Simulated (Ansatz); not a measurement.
# Alloy of SnO2 and TiO2 (6 of 24 Sn sites exchanged), 72 atoms, part 2 of 2

Ansatz 0.2.0, PAW. Earlier steps stand in the parts before.

### Step 3. HSE06 on the final geometry

Input file in.yaml:

```yaml
crystal:
  lattice:
    - [9.450267, 0.000000, 0.000000]
    - [0.000000, 9.456199, 0.000000]
    - [0.000000, 0.000000, 9.448214]
  atoms:
    - { symbol: Sn, position: [0.999633, 0.999889, 0.999752] }
    - { symbol: Sn, position: [0.997520, 0.998639, 0.333971] }
    - { symbol: Sn, position: [0.996971, 0.999225, 0.666254] }
    - { symbol: Sn, position: [0.999273, 0.498919, 0.999711] }
    - { symbol: Sn, position: [0.997090, 0.501188, 0.334733] }
    - { symbol: Sn, position: [0.997089, 0.500931, 0.664859] }
    - { symbol: Sn, position: [0.500952, 0.001791, 0.999757] }
    - { symbol: Sn, position: [0.503024, 0.999418, 0.334800] }
    - { symbol: Sn, position: [0.503204, 0.999439, 0.664913] }
    - { symbol: Sn, position: [0.500951, 0.501160, 0.998970] }
    - { symbol: Sn, position: [0.251695, 0.251792, 0.168280] }
    - { symbol: Sn, position: [0.253158, 0.253089, 0.499869] }
    - { symbol: Sn, position: [0.251836, 0.252186, 0.831230] }
    - { symbol: Sn, position: [0.252567, 0.747974, 0.497187] }
    - { symbol: Sn, position: [0.254743, 0.745577, 0.834899] }
    - { symbol: Sn, position: [0.746303, 0.254100, 0.166944] }
    - { symbol: Sn, position: [0.748891, 0.749008, 0.170568] }
    - { symbol: Sn, position: [0.748566, 0.748917, 0.828847] }
    - { symbol: Ti, position: [0.494347, 0.506991, 0.336967] }
    - { symbol: Ti, position: [0.512096, 0.489179, 0.658841] }
    - { symbol: Ti, position: [0.249969, 0.750661, 0.167589] }
    - { symbol: Ti, position: [0.751858, 0.248628, 0.503300] }
    - { symbol: Ti, position: [0.750119, 0.250365, 0.826716] }
    - { symbol: Ti, position: [0.743846, 0.743800, 0.499805] }
    - { symbol: O, position: [0.154014, 0.153625, 0.999763] }
    - { symbol: O, position: [0.153446, 0.153293, 0.334238] }
    - { symbol: O, position: [0.150766, 0.156104, 0.665602] }
    - { symbol: O, position: [0.158094, 0.651828, 0.010325] }
    - { symbol: O, position: [0.153142, 0.655930, 0.324440] }
    - { symbol: O, position: [0.151694, 0.653906, 0.665093] }
    - { symbol: O, position: [0.652974, 0.159601, 0.989237] }
    - { symbol: O, position: [0.656399, 0.155548, 0.344361] }
    - { symbol: O, position: [0.658427, 0.156367, 0.665802] }
    - { symbol: O, position: [0.652020, 0.653192, 0.999789] }
    - { symbol: O, position: [0.649563, 0.650777, 0.342701] }
    - { symbol: O, position: [0.652498, 0.647691, 0.656693] }
    - { symbol: O, position: [0.348644, 0.349330, 0.999922] }
    - { symbol: O, position: [0.352955, 0.353506, 0.334061] }
    - { symbol: O, position: [0.356041, 0.350444, 0.665338] }
    - { symbol: O, position: [0.347930, 0.843108, 0.010196] }
    - { symbol: O, position: [0.345975, 0.845959, 0.324380] }
    - { symbol: O, position: [0.348682, 0.846446, 0.665309] }
    - { symbol: O, position: [0.842208, 0.346133, 0.989137] }
    - { symbol: O, position: [0.843298, 0.345375, 0.344266] }
    - { symbol: O, position: [0.843073, 0.342933, 0.665546] }
    - { symbol: O, position: [0.846718, 0.845600, 0.999732] }
    - { symbol: O, position: [0.843834, 0.843141, 0.343102] }
    - { symbol: O, position: [0.841383, 0.845410, 0.656503] }
    - { symbol: O, position: [0.092364, 0.398964, 0.167944] }
    - { symbol: O, position: [0.100312, 0.407275, 0.499786] }
    - { symbol: O, position: [0.099688, 0.406429, 0.831618] }
    - { symbol: O, position: [0.099760, 0.898764, 0.167163] }
    - { symbol: O, position: [0.099503, 0.904245, 0.499614] }
    - { symbol: O, position: [0.097730, 0.900521, 0.833387] }
    - { symbol: O, position: [0.595740, 0.408058, 0.174049] }
    - { symbol: O, position: [0.596335, 0.402682, 0.502404] }
    - { symbol: O, position: [0.600951, 0.402555, 0.821266] }
    - { symbol: O, position: [0.602868, 0.906970, 0.167000] }
    - { symbol: O, position: [0.598770, 0.894485, 0.499903] }
    - { symbol: O, position: [0.595895, 0.900191, 0.832674] }
    - { symbol: O, position: [0.409061, 0.102669, 0.167963] }
    - { symbol: O, position: [0.403161, 0.096456, 0.500047] }
    - { symbol: O, position: [0.401642, 0.095438, 0.831544] }
    - { symbol: O, position: [0.404501, 0.598747, 0.178726] }
    - { symbol: O, position: [0.407482, 0.590865, 0.497510] }
    - { symbol: O, position: [0.408771, 0.594043, 0.825271] }
    - { symbol: O, position: [0.899220, 0.098249, 0.166869] }
    - { symbol: O, position: [0.898489, 0.103830, 0.500764] }
    - { symbol: O, position: [0.896849, 0.100888, 0.832112] }
    - { symbol: O, position: [0.896425, 0.592527, 0.166940] }
    - { symbol: O, position: [0.896721, 0.601397, 0.499980] }
    - { symbol: O, position: [0.903362, 0.599634, 0.832463] }
  symmetry: { detect: false }
kpoints:
  mp_grid: { grid: [1, 1, 1], shift: [0.25, 0.25, 0.25] }
hamiltonian:
  xc: hse06
scf:
  occupations: { method: fermi_dirac, width: 0.01 }
output:
  forces: true
  eigenvalues: true
  populations: true
  eigenstates: { kpoints: [[0.25, 0.25, 0.25]], e_range: [-6.0, 6.0], localisation: true }
```

Command:

```bash
$ ansatz run in.yaml --threads 4 --pin off --max-ram 61750MiB --runs-dir r --events-out ev --progress --plain --backend cuda --devices 0, --max-vram 37GiB
```

The log of the run:

```text
Pseudopotentials: kind: paw
Functional definition: HSE06
  parameter a = 0.25
  parameter omega = 0.11/bohr
  exchange = pbe_x - a*pbe_x_sr(omega) + a*exact_x_sr(omega)
  correlation = pbe_c
Crystal: 72 atoms, lattice volume = 844.326 Å³
Basis set: ecut = 420 eV, 16519 PW (Γ), exchange–correlation on 128×128×128 points (8 copies of the dense FFT grid, shifted against one another)
Bands: 378, of which v1, the nominal top of the filled ones, is band 306 counted from 1 (305 counted from 0)
Symmetry: 1 space group operations
k-points: 1
Non-local potential: Sn, projectors of the file, l = 0: 2, l = 1: 2, l = 2: 2, l = 3: 2
Non-local potential: Ti, projectors of the file, l = 0: 3, l = 1: 2, l = 2: 3, l = 3: 1
Non-local potential: O, projectors of the file, l = 0: 2, l = 1: 2, l = 2: 1
PAW form: soft (Blöchl's): semilocal exchange-correlation on the pseudo side does not see the compensation charge
PAW frozen core: Sn, regenerated for the run's functional, and the local potential with it (the file was generated under x = pbe(κ = 0.804, μ = 0.2195149727645171), c = pbe(β = 0.06672455060314922))
PAW frozen core: Ti, regenerated for the run's functional, and the local potential with it (the file was generated under x = pbe(κ = 0.804, μ = 0.2195149727645171), c = pbe(β = 0.06672455060314922))
PAW frozen core: O, regenerated for the run's functional, and the local potential with it (the file was generated under x = pbe(κ = 0.804, μ = 0.2195149727645171), c = pbe(β = 0.06672455060314922))
PAW one-centre angular grid: Sn, 590 points (default); XC on 64 Gauss nodes
PAW one-centre angular grid: Ti, 590 points (default); XC on 64 Gauss nodes
PAW one-centre angular grid: O, 110 points (default); XC on 96 Gauss nodes
Initial density: superposition of atomic densities (neutral atoms: chi_scale 0, normalization atom), corrected by the library's trained network
Initial wavefunctions: pseudopotential atomic-orbital guess
Functional: x = pbe(κ = 0.804, μ = 0.2195149727645171), c = pbe(β = 0.06672455060314922), warm-up for x = pbe(κ = 0.804, μ = 0.2195149727645171) + 0.25 (exact − pbe) at short range (hse, ω = 0.20786987370883472 Å⁻¹), c = pbe(β = 0.06672455060314922); HSE06 as pw.x's `hse` composes it (authors' and Libxc's form: `xc: wpbeh`)
SCF iter   1: F=—  HF=-150691.717395 eV  |F-HF|=—  |Δ(HF+E_count)|=         —  Δρ=2.96e-3  dr2=8.66e-2  ethr=1.77e-3  ⟨swp⟩=6.0  Hψ=1694  notcnv=0
preconditioner: auto → none  [insulator: Δε(μ)=2.529 eV  Ē_g=16.717 eV  σ=0.010 eV  W_gap=1.00  n_scr=250 (ndim 8)  ℏωp=30.3 eV  f_vac=0.026  D(μ)=0.00/eV (n_scr^D=0)]
SCF iter   2: F=—  HF=-150691.753638 eV  |F-HF|=—  |Δ(HF+E_count)|=   3.62e-2  Δρ=3.62e-3  dr2=1.53e-1  ethr=1.41e-5  ⟨swp⟩=9.0  Hψ=1309  notcnv=0  defer=1
SCF iter   3: F=—  HF=-150691.729275 eV  |F-HF|=—  |Δ(HF+E_count)|=   2.44e-2  Δρ=1.10e-3  dr2=1.07e-2  ethr=1.41e-5  ⟨swp⟩=7.0  Hψ=1020  notcnv=0  defer=1
SCF iter   4: F=—  HF=-150691.730759 eV  |F-HF|=—  |Δ(HF+E_count)|=   1.48e-3  Δρ=7.95e-4  dr2=6.30e-3  ethr=1.74e-6  ⟨swp⟩=16.0  Hψ=1061  notcnv=0  defer=1
iter 5 solved again at ethr=4.50e-8 eV; its pass at ethr=1.03e-6 eV (dr2=2.76e-4 eV) is discarded
SCF iter   5: F=-150691.730045 eV  HF=-150691.730102 eV  |F-HF|=5.75e-5  |Δ(HF+E_count)|=   6.56e-4  Δρ=1.99e-4  dr2=2.49e-4  ethr=4.50e-8  ⟨swp⟩=6.0  Hψ=1668  notcnv=0  defer=1
eigensolver tolerance schedule: the retry pair's looser diagonalisation over-reported the residual by 0.11 of it (diagonalisation noise at 0.11 of the residual, at the tolerance the schedule requests for it); recorded, not acted on — ethr = c·dr2/N_el stays at c = 1.0e-1
SCF 1 stopped early in 5 iterations: F = -150691.730045 eV  dr2 = 2.49e-4
Initial density: handed on by an earlier stage of this run
Initial wavefunctions: those handed on with the density
Functional: x = pbe(κ = 0.804, μ = 0.2195149727645171) + 0.25 (exact − pbe) at short range (hse, ω = 0.20786987370883472 Å⁻¹), c = pbe(β = 0.06672455060314922); HSE06 as pw.x's `hse` composes it (authors' and Libxc's form: `xc: wpbeh`)
Exchange kernel: α = 0.2500, screened, ω = 0.2079 Å⁻¹, Wigner–Seitz truncation, v(0) = 876.9790 eV·Å³, q-mesh 1×1×1, nearest image of the exchange supercell L = 9.45 Å, pair-density grid 48×48×48, without the augmentation charges, whose exchange is taken in its separable form (sized by the pseudopotential files, 64×64×64 at the most)
Frozen-core exchange: fock
SCF iter   1: F=—  HF=-150756.746386 eV  |F-HF|=—  |Δ(HF+E_count)|=         —  Δρ=2.06e-2  dr2=5.23e0  ethr=4.06e-7  ⟨swp⟩=18.0  Hψ=2163  notcnv=0
preconditioner: auto → none  [insulator: Δε(μ)=4.607 eV  Ē_g=19.579 eV  σ=0.010 eV  W_gap=1.00  n_scr=250 (ndim 8)  ℏωp=30.3 eV  f_vac=0.027  D(μ)=0.00/eV (n_scr^D=0)]
SCF iter   2: F=—  HF=-150756.497110 eV  |F-HF|=—  |Δ(HF+E_count)|=   2.49e-1  Δρ=2.19e-2  dr2=5.54e0  ethr=4.06e-7  ⟨swp⟩=8.0  Hψ=1875  notcnv=0
SCF iter   3: F=—  HF=-150755.470629 eV  |F-HF|=—  |Δ(HF+E_count)|=    1.03e0  Δρ=5.00e-3  dr2=2.07e-1  ethr=4.06e-7  ⟨swp⟩=7.0  Hψ=1823  notcnv=0  defer=1
SCF iter   4: F=—  HF=-150755.792005 eV  |F-HF|=—  |Δ(HF+E_count)|=   3.21e-1  Δρ=2.46e-3  dr2=6.04e-2  ethr=4.06e-7  ⟨swp⟩=7.0  Hψ=1663  notcnv=0
[... 4 lines left out ...]
SCF iter   9: F=-150755.782292 eV  HF=-150755.782339 eV  |F-HF|=4.71e-5  |Δ(HF+E_count)|=   1.04e-4  Δρ=6.97e-5  dr2=9.84e-5  ethr=8.30e-8  ⟨swp⟩=5.0  Hψ=738  notcnv=0  defer=1
SCF 2 stopped early in 9 iterations: F = -150755.782292 eV  dr2 = 9.84e-5
  Residual-converged pass: ⟨swp⟩=4.0  Hψ=1143  notcnv=0  max |occ|·‖R‖ = 6.0e-6 eV (tolerance 6.7e-6 eV)  dr2=9.90e-5  dr2_onsite=4.20e-6  max |Δocc| = 0.0e0
hybrid outer 1: dexx = +3.843e-1 eV, tail = 1.22e-3 eV
SCF iter   1: F=—  HF=-150755.769534 eV  |F-HF|=—  |Δ(HF+E_count)|=         —  Δρ=9.51e-5  dr2=5.61e-5  ethr=1.00e-6  ⟨swp⟩=14.0  Hψ=870  notcnv=0
preconditioner: auto → none  [insulator: Δε(μ)=4.212 eV  Ē_g=19.249 eV  σ=0.010 eV  W_gap=1.00  n_scr=250 (ndim 8)  ℏωp=30.3 eV  f_vac=0.032  D(μ)=0.00/eV (n_scr^D=0)]
SCF iter   2: F=—  HF=-150755.769547 eV  |F-HF|=—  |Δ(HF+E_count)|=   1.30e-5  Δρ=2.83e-5  dr2=1.20e-5  ethr=8.03e-9  ⟨swp⟩=4.0  Hψ=1133  notcnv=0
SCF iter   3: F=—  HF=-150755.769580 eV  |F-HF|=—  |Δ(HF+E_count)|=   3.31e-5  Δρ=2.68e-5  dr2=7.05e-6  ethr=6.04e-10  ⟨swp⟩=7.0  Hψ=1321  notcnv=0  defer=1
SCF iter   4: F=—  HF=-150755.769579 eV  |F-HF|=—  |Δ(HF+E_count)|=   1.20e-6  Δρ=6.71e-6  dr2=3.59e-7  ethr=6.04e-10  ⟨swp⟩=4.0  Hψ=817  notcnv=0
SCF iter   5: F=—  HF=-150755.769579 eV  |F-HF|=—  |Δ(HF+E_count)|=   5.38e-7  Δρ=4.73e-6  dr2=1.80e-7  ethr=5.01e-11  ⟨swp⟩=7.0  Hψ=1112  notcnv=0  defer=4
SCF iter   6: F=—  HF=-150755.769579 eV  |F-HF|=—  |Δ(HF+E_count)|=   2.53e-8  Δρ=1.97e-6  dr2=4.51e-8  ethr=2.87e-11  ⟨swp⟩=6.0  Hψ=812  notcnv=0  defer=1
SCF iter   7: F=-150755.769579 eV  HF=-150755.769579 eV  |F-HF|=2.21e-9  |Δ(HF+E_count)|=   9.05e-9  Δρ=6.55e-7  dr2=6.15e-9  ethr=6.65e-12  ⟨swp⟩=5.0  Hψ=695  notcnv=0  defer=1
SCF 3 converged in 7 iterations: F = -150755.769579 eV  dr2 = 6.15e-9
  Residual-converged pass: ⟨swp⟩=3.0  Hψ=788  notcnv=0  max |occ|·‖R‖ = 2.0e-6 eV (tolerance 2.7e-6 eV)  dr2=6.20e-9  dr2_onsite=3.49e-10  max |Δocc| = 0.0e0
[... from here the SCF cycle lines were not kept, up to the last twenty ...]
hybrid outer 2: dexx = +2.960e-5 eV, tail = 6.38e-7 eV, Δε = 6.01e-3 eV (about 1.65e-4 eV left of the loop's levels), ΔF = 1.10e-2 eV/Å (tail 1.51e-3)
SCF iter   1: F=—  HF=-150755.769572 eV  |F-HF|=—  |Δ(HF+E_count)|=         —  Δρ=2.18e-6  dr2=5.26e-8  ethr=5.21e-10  ⟨swp⟩=20.0  Hψ=1022  notcnv=1
preconditioner: auto → none  [insulator: Δε(μ)=4.211 eV  Ē_g=19.248 eV  σ=0.010 eV  W_gap=1.00  n_scr=250 (ndim 8)  ℏωp=30.3 eV  f_vac=0.032  D(μ)=0.00/eV (n_scr^D=0)]
SCF iter   2: F=-150755.769572 eV  HF=-150755.769572 eV  |F-HF|=3.61e-9  |Δ(HF+E_count)|=   1.09e-8  Δρ=6.69e-7  dr2=8.75e-9  ethr=8.37e-12 (applied; sched 6.98e-12)  ⟨swp⟩=3.0  Hψ=710  notcnv=0
SCF 4 converged in 2 iterations: F = -150755.769572 eV  dr2 = 8.75e-9
  Residual-converged pass: ⟨swp⟩=3.0  Hψ=721  notcnv=0  max |occ|·‖R‖ = 2.9e-6 eV (tolerance 3.5e-6 eV)  dr2=8.80e-9  dr2_onsite=6.94e-10  max |Δocc| = 0.0e0
hybrid outer 3: dexx = +1.839e-8 eV, tail = 1.95e-8 eV, Δε = 7.04e-5 eV (about 1.35e-5 eV left of the loop's levels), ΔF = 1.85e-4 eV/Å (tail 3.34e-4)
NSCF: frozen V_eff on 1 k-points
hybrid SCF converged: 3 outer / 18 inner (+5 warm-up), last move |dexx| = 1.84e-8 eV, tail = 1.95e-8 eV
Stability not checked: this state was not tested for a lower state beside it, because the functional holds exact exchange (a hybrid, or Hartree-Fock), whose exchange loop this test does not read (fock_operator; see scf.lower_state_search)
Free energy (F): -150755.769572 eV
Harris-Foulkes:  -150755.769572 eV  (|F-HF|=3.61e-9)
Internal energy: -150755.769572 eV  (E = F + TS)
E sigma→0 (E₀):  -150755.769572 eV
Fermi energy:    9.969908 eV
--- Per-component energies (eV) ---
  E_band       = -3630.338124
  E_kinetic    = 13505.340732
  E_local      = -35212.895844  (includes V_loc(G=0)·N_el)
  E_nonlocal   = 1711.429675
  E_hartree    = 17023.611676
  E_xc         = -8677.602971
  E_vxc        = -5522.175698  (∫ρ·V_xc dr)
  E_exx        = -1839.439941  (= α·E_x^exact, valence–valence)
  E_paw        = -89068.583510  (= ΣΔE_a)
  E_vpaw       = -8480.501962  (= ΣTr[D̂ρ^β])
  E_aug_tail   = 0.118886  (compensation charges beyond the density's cutoff)
  E_ewald      = -48200.096682
  E_core_change = 2.348411  (= ΣΔE_core)
  E_smearing   = -0.000000  (= −TS)
  E_closure    = -0.000004  (closes the sum)
  Σ components = -150755.769572   (vs F -150755.769572, Δ=2.91e-11)
--- Forces (eV/Å), atoms counted from 1 ---
  atom   1  Sn    -0.01934840     0.01216790    -0.00711894
  atom   2  Sn     0.01773290     0.01050510     0.03500472
  atom   3  Sn    -0.00089409     0.02500792    -0.04066771
  atom   4  Sn    -0.00667760    -0.00544740     0.01176676
  atom   5  Sn    -0.01450684    -0.01624540    -0.03162774
  atom   6  Sn     0.02381664     0.03228942     0.03219098
  atom   7  Sn     0.01314253     0.00114365     0.00657174
  atom   8  Sn     0.01243026     0.01572111    -0.03287938
  atom   9  Sn    -0.03434844    -0.02686064     0.03942660
  atom  10  Sn     0.01284498    -0.01006619    -0.01331032
  atom  11  Sn     0.00253782     0.00881609    -0.01011127
  atom  12  Sn     0.00558278     0.00511725     0.00366594
  atom  13  Sn     0.01308213    -0.00192946     0.01597990
  atom  14  Sn    -0.02933443     0.03305672     0.02968164
  atom  15  Sn     0.00432598    -0.00327851    -0.04599729
  atom  16  Sn    -0.00748881     0.00751721     0.02935979
  atom  17  Sn    -0.00168982    -0.00087873    -0.03622477
  atom  18  Sn     0.00153937    -0.01012977     0.03533849
  atom  19  Ti    -0.00364579    -0.04555030    -0.05393875
  atom  20  Ti    -0.02154167    -0.01885330    -0.00272898
  atom  21  Ti    -0.01538702     0.01628369     0.02142244
  atom  22  Ti     0.05275677    -0.04463057    -0.12449404
  atom  23  Ti    -0.00076254     0.00195764     0.07947703
  atom  24  Ti     0.03595213     0.02113990     0.02422118
  atom  25  O      0.01836775     0.01828252    -0.00344918
  atom  26  O      0.06362622     0.06931626    -0.01877533
  atom  27  O      0.07921329     0.04434041     0.01533873
  atom  28  O     -0.00823910    -0.00085675    -0.12128511
  atom  29  O      0.00233748    -0.02158042     0.13284645
  atom  30  O      0.05527685     0.02480992     0.00190148
  atom  31  O     -0.02956871    -0.03039662     0.13529822
  atom  32  O     -0.03528891    -0.02889357    -0.11054569
  atom  33  O     -0.03979188    -0.02767656    -0.00272309
  atom  34  O      0.00684556     0.00662676     0.00654283
  atom  35  O      0.04066819     0.06143037    -0.10396828
  atom  36  O      0.05972104     0.07913574     0.09454552
  atom  37  O     -0.01871764    -0.01648952     0.00431122
  atom  38  O     -0.11920554    -0.09743281    -0.00510741
  atom  39  O     -0.12707932    -0.10777655     0.00600814
  atom  40  O      0.00146834     0.00990661    -0.11826067
  atom  41  O      0.01048739    -0.01261975     0.11980102
  atom  42  O     -0.03620494    -0.04632814     0.00098982
  atom  43  O      0.03065541     0.03404509     0.13732147
  atom  44  O      0.04025192     0.02603676    -0.11009664
  atom  45  O      0.03076316     0.03283440     0.01111895
  atom  46  O     -0.00990731    -0.00560973    -0.00172117
  atom  47  O     -0.00600341    -0.00291960    -0.16089257
  atom  48  O      0.01193669    -0.01376486     0.15661648
  atom  49  O     -0.03205019     0.05905193    -0.01731606
  atom  50  O     -0.09266769     0.05529055    -0.01189205
  atom  51  O     -0.06032501     0.01685315     0.02263877
  atom  52  O     -0.08140550     0.07546966    -0.00339489
  atom  53  O     -0.09409806     0.06353702    -0.00363804
  atom  54  O     -0.08520209     0.07956651    -0.01364866
  atom  55  O      0.01818540    -0.02166019    -0.15342041
  atom  56  O     -0.05257123     0.04447669     0.09435001
  atom  57  O     -0.01456482     0.01145692     0.07913965
  atom  58  O     -0.06103262     0.03620214    -0.00001708
  atom  59  O     -0.09662694     0.12568283    -0.01486942
  atom  60  O     -0.02033037     0.05825921     0.00237983
  atom  61  O      0.01480882    -0.06305348    -0.02068140
  atom  62  O      0.08402910    -0.07452743    -0.00460238
  atom  63  O      0.05666374    -0.02992242     0.01972381
  atom  64  O      0.01332723    -0.01529131    -0.09122685
  atom  65  O     -0.01710838     0.01658333    -0.08259021
  atom  66  O     -0.03573199     0.03654065     0.18485440
  atom  67  O      0.08129128    -0.07939106     0.01213668
  atom  68  O      0.06441542    -0.08351574    -0.00747722
  atom  69  O      0.11355589    -0.11813440    -0.01682595
  atom  70  O      0.06793624    -0.02075940    -0.00257316
  atom  71  O      0.13144608    -0.11131825    -0.00273914
  atom  72  O      0.03635248    -0.06266825     0.00087113
  max |Σ_I F_I| component: 2.82e-5 eV/Å
--- Band table (eV) ---
  k-point 0: bands = [... 294 lower levels ..., "7.1990", "7.2313", "7.2688", "7.2834", "7.3295", "7.3577", "7.3941", "7.4271", "7.4770", "7.5135", "7.5746", "7.8646", "12.0753", "12.1606", "12.2935", "12.3441", "12.4157", "12.4562", "12.5624", "12.5941", "12.6248", "12.7069", "12.7614", "12.8335", ... 60 higher levels ...]
--- Löwdin populations: 72 sites ---
  site symbol       q [e]
     0     Sn     12.1674
     1     Sn     12.1666
[... 70 atoms left out ...]
  spilling = 0.005160 (of n_electrons = 612.000000)
```

Wall time 36 s (1 × NVIDIA H100 80GB HBM3 with 4 threads of AMD EPYC 7R13, shared host); peak host memory 2.8 GiB.

Spacing of the frontier levels at the single k point (¼, ¼, ¼): 4.21 eV (7.865 to 12.075 eV).

The states next to the gap (eigenstates.tsv), from the top filled level:

| level (eV) | spin | filling | atoms sharing it | main element | its share | largest atom |
| --- | --- | --- | --- | --- | --- | --- |
| -0.35 | both | 2.00 | 29.1 | O | 0.97 | – |
| -0.29 | both | 2.00 | 24.1 | O | 0.98 | O64 (0.13) |
| 0.00 | both | 2.00 | 37.9 | O | 0.98 | – |
| 4.21 | both | 0.00 | 7.0 | Ti | 0.64 | Ti23 (0.29) |
| 4.30 | both | 0.00 | 7.2 | Ti | 0.69 | Ti21 (0.31) |
| 4.43 | both | 0.00 | 10.6 | Ti | 0.55 | Ti24 (0.26) |
| 4.48 | both | 0.00 | 8.9 | Ti | 0.77 | Ti24 (0.17) |
| 4.55 | both | 0.00 | 8.6 | Ti | 0.69 | Ti21 (0.26) |

The largest force by HSE06 is 0.19 eV/Å, on O66: the geometry is not this level's minimum.

### Step 4. Summary of results

The summary covers parts 1 to 2. Changes of volume or cell count from the first structure of part 1.

| level | time | top filled to lowest empty (eV) |
| --- | --- | --- |
| PBEsol, relaxation | 24 s (GPU) | 2.41 |
| HSE06 | 36 s (GPU) | 4.21 |

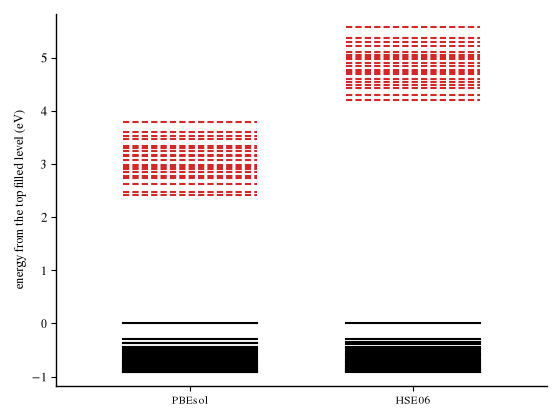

Levels near the gap by PBEsol, HSE06: filled black, empty red and dashed.

```
     quantity                                                                      value
   relaxation                                           8 recorded steps, 2.61 eV gained
largest shift                                                               0.15 Å (O28)
 relaxed cell  a = 9.450 Å, b = 9.456 Å, c = 9.448 Å, α = 90.00°, β = 90.00°, γ = 90.00°
   mean bonds                                                   O–Sn 2.063, O–Ti 1.981 Å
```

**Reading.** The relaxation lowers the energy by 2.61 eV; the largest shift is 0.15 Å (O28), while the volume changes by +0.3 %. The mean lengths of the listed bonds run from O–Ti 1.98 Å to O–Sn 2.06 Å. At the same k points, PBEsol gives a spacing 1.80 eV smaller than the 4.21 eV of HSE06. With one k point the spacing samples only the states that fold onto it, so it can exceed the gap over the zone.
